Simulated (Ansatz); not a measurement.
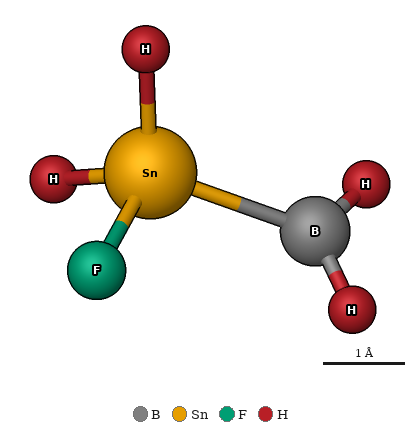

*The structure (ball-and-stick view, seen at a tilt). Sticks mark near contacts.*

Bond lengths as drawn: B–H 1.19 Å, B–Sn 2.24 Å, F–Sn 1.94 Å and H–Sn 1.71 Å.

## Run report: SnBH₄F, single-point calculation

- system: SnBH₄F
- method: RKS PBE0-D4/def2-TZVPP (Ansatz 0.2.0)

The geometry is a minimum found at another level. The geometry comes from this level: PBE0-D4/def2-TZVP.

### Log
```
Functional definition: PBE0
  name "PBE0"
  cite "Adamo & Barone, J. Chem. Phys. 110, 6158 (1999) doi:10.1063/1.478522"
  cite "Perdew, Burke & Ernzerhof, Phys. Rev. Lett. 77, 3865 (1996) doi:10.1103/PhysRevLett.77.3865"
  parent pbe
  parameter a = 0.25
  parameter kappa = 0.804
  parameter beta = 0.06672455060314922
  exchange = (1 - a)*pbe_x(kappa = kappa, mu = beta*pi^2/3) + a*exact_x
  correlation = pbe_c(beta = beta)
1022 factors; their error is unknown
mean field evaluation 1: about -9284.0657 eV, gradient 4.1e1 eV
mean field evaluation 2: about -9277.7881 eV, gradient 7.8e1 eV
mean field evaluation 4: about -9286.8848 eV, gradient 2.3e0 eV
mean field evaluation 8: about -9286.9790 eV, gradient 4.2e-2 eV
mean field -9286.97904596 eV, -341.2901849986 hartree, gradient 4.0e-5 eV, S^2 0.000000; 0 other end points of the search recorded, 0 dependent functions left out
reference -9286.97908269 eV, -341.2901863482 hartree; 20, 20 occupied and 148, 148 virtual orbitals, 1022 factors
Total energy: -9287.06689660 eV, -341.2934134502 hartree
```

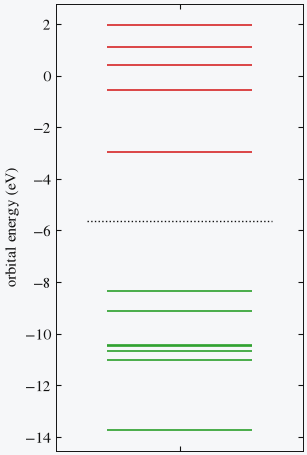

*Orbital energies near the frontier; the dotted line parts filled from empty levels, and levels within 0.02 eV of each other stand side by side.*

Highest filled −8.34 eV, lowest empty −2.96 eV, 5.38 eV apart.

The run was set up as follows.

### The input
```yaml
crystal:
  periodic: [false, false, false]
  atoms:
    - {symbol: B, position_ang: [-1.060447, 0.428318, -0.814245]}
    - {symbol: Sn, position_ang: [0.677395, -0.131456, 0.482269]}
    - {symbol: F, position_ang: [0.504839, -2.019805, 0.869862]}
    - {symbol: H, position_ang: [-1.863996, -0.394629, -1.125185]}
    - {symbol: H, position_ang: [-1.187727, 1.551206, -1.197595]}
    - {symbol: H, position_ang: [0.711858, 0.586051, 2.032343]}
    - {symbol: H, position_ang: [2.218079, -0.019685, -0.247439]}
basis:
  gaussian: {orbitals: def2-TZVPP}
hamiltonian: {xc: pbe0, dispersion: d4}
output: {orbitals: {seedname: orbitals}}
```

Launch command:
```bash
ansatz run in.yaml --threads 2 --pin off --events-out ev --progress --plain --max-ram 4352MiB
```

### Key numbers

| quantity | value |
| --- | --- |
| outcome | converged |
| total energy | −9287.0669 eV |
| mean-field energy | −9286.9791 eV |
| dispersion energy | −0.0878 eV |
| SCF solution under orbital rotations | stable |
| HOMO | −8.34 eV |
| LUMO | −2.96 eV |
| hardware | 2 threads of Arm Neoverse V2, 23 GiB of memory available, shared host |
| wall time | 2.1 s (CPU time 4 s) |
| peak memory | 0.31 GiB |
